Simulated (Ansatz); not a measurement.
System: AlH₄ISi (SMILES [SiH3][AlH][I]).

Input file:

```
crystal:
  periodic: [false, false, false]
  atoms:
    - { symbol: Si, position_ang: [-0.96006, 0.48766, -0.388] }
    - { symbol: Al, position_ang: [1.16707, -0.31218, 0.44135] }
    - { symbol: I, position_ang: [1.87374, -2.68738, 0.94641] }
    - { symbol: H, position_ang: [-1.85886, -0.67897, -0.57645] }
    - { symbol: H, position_ang: [-0.9121, 1.1689, -1.69872] }
    - { symbol: H, position_ang: [-1.68496, 1.40675, 0.5143] }
    - { symbol: H, position_ang: [2.37517, 0.61521, 0.76111] }
basis:
  gaussian: { orbitals: def2-SVP }
hamiltonian:
  xc: pbe
  dispersion: d4
relax:
  f_tol: 0.015
  max_steps: 40
output:
  orbitals: {}
```

Launched as:

```sh
ansatz run input.yaml --threads 1 --pin off --max-ram 2048MiB --backend cpu --events-out ev --progress --plain --runs-dir out
```

The fields are those of the relaxed geometry.

Core potentials replace the inner electrons of I.

The calculation used Ansatz 0.2.0, RKS PBE-D4/def2-SVP.

> Predict the electron density and electron localisation function between the atoms.

Al–Si (2.45 Å): ρ at the midpoint is about 0.5 e/Å³; the ELF peaks at about 1 between the atoms: localised, covalent bonding.
Al–I (2.50 Å): the density is about 0.54 e/Å³ at the midpoint; the ELF peaks at about 0.85 in the valence shell of I, 1.3 Å from its nucleus, and is about 0.80 at the midpoint.
Si–H (1.50 Å): the density is about 0.74 e/Å³ at the midpoint; the ELF climbs to about 1 towards the hydrogen, as it does in any bond to H.
Al–H (1.60 Å): ρ at the midpoint is about 0.52 e/Å³; the ELF climbs to about 1 towards the hydrogen.

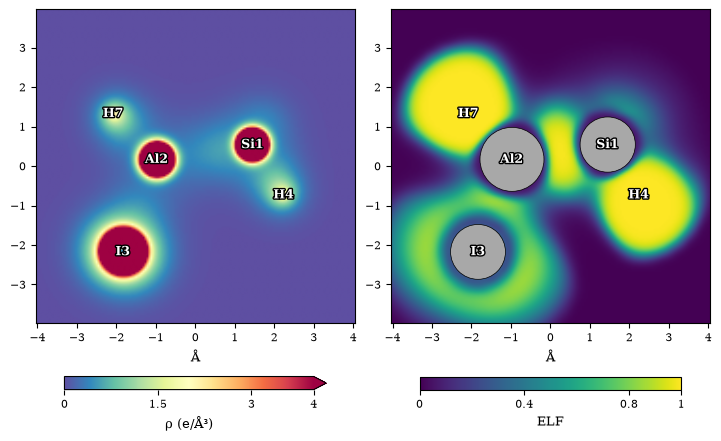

Computed electron density and electron localisation function on the plane of atoms Al2, Si1 and H4, in this order. Grey discs cover the atomic cores in the ELF map. 
